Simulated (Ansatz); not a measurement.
```xyz
6

F     0.5602   -0.2160   -1.7705
Ge   -0.0316    0.0122    0.0998
H    -0.3984   -1.5019    0.0560
H    -1.0377    1.0630   -0.4591
H     1.4371    0.4386    0.4000
H    -0.5296    0.2042    1.6739
```

Geometry: PBE0-D4/def2-TZVPD.

The calculation used RKS PBE0-D4/def2-TZVPPD (Ansatz).

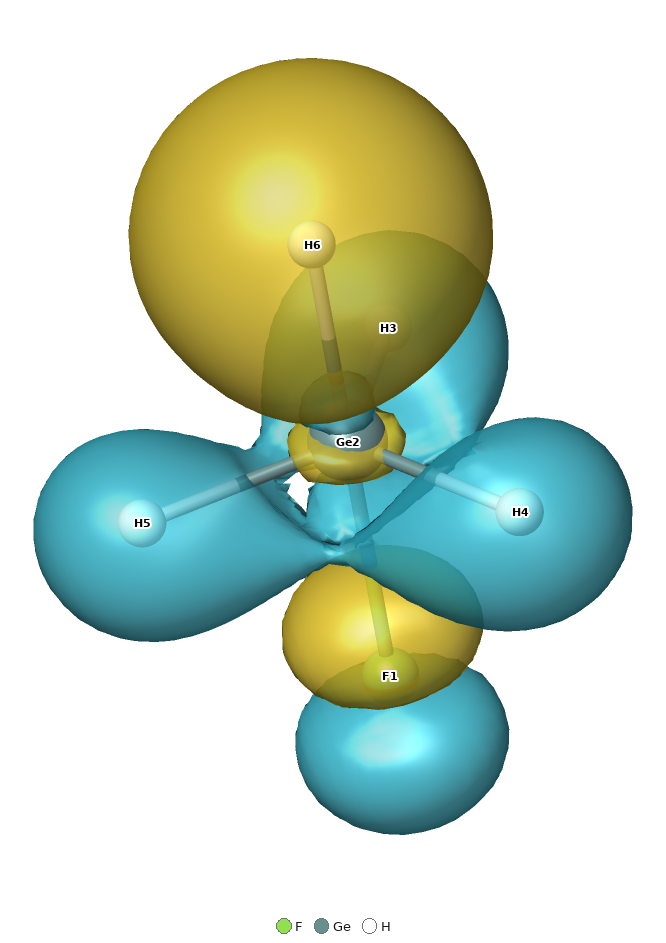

FGeH$_{4}$ (charge −1). The HOMO at ±0.1 Å⁻³ᐟ² (yellow and cyan are the two phases), seen at an oblique angle.

### Describe this orbital and give its energy.

It lies mainly on H6 (about 35 %), Ge2 (about 25 %), F1 (about 20 %), H3 (about 5 %), H4 (about 5 %) and H5 (about 5 %). Its energy is −1.60 eV.
